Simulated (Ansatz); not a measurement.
Nb4AlC3: pressure series

The reference is Nb4AlC3 (space group P6_3/mmc, No. 194; a = 3.121 Å, c = 24.137 Å; a cell from a computed database, its experimental status unchecked).

Cell and atoms are relaxed at each pressure.

All numbers come from DFT with PBEsol, PAW potentials and a 420 eV plane-wave cutoff in Ansatz (a program for electronic structure), no spin-orbit coupling.

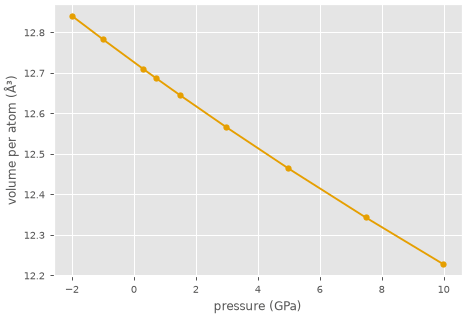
Volume against pressure

Problem. Estimate the zero-pressure bulk modulus from the plot.

Solution. About 230 GPa; a third-order Birch–Murnaghan fit to the points gives V₀ = 12.73 Å³/atom, B₀ = 229 GPa and B₀′ = 4.5.

Load acts through the strain it causes; cell and atoms are relaxed under it. No phonon test of stability was made. Competing high-pressure phases were not computed. The final runs are not spin-polarised.
